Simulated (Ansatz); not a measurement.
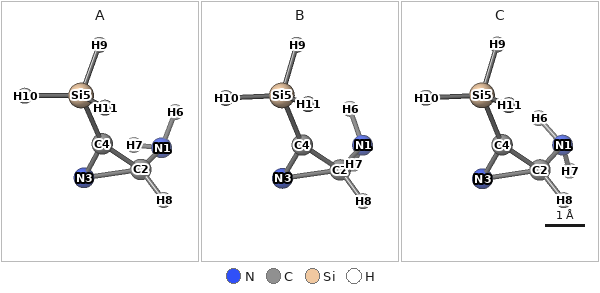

3 geometries from a converged minimum-energy path of C2H6N2Si, shuffled. The picture is a ball-and-stick view, seen from a free direction.

Method: RKS r2SCAN/6-31G* in Ansatz 0.2.0. Settings: 7 movable images; climbing image; force threshold 0.05 eV/Å; iteration limit 45; starting path through a guess of the saddle point.

Which frame is the transition state?

Answer. A. In order along the path, whose images run from 0 to 8: C (image 0, 0.000 eV), B (image 2, +0.042 eV), A (image 5, +0.128 eV). The motion is a rotation about the N1–C2 bond by about 130°. No bond forms or breaks between the ends. Bond angles that change up to the highest image, for instance: N1–C2–N3 121.3° → 117.9°.
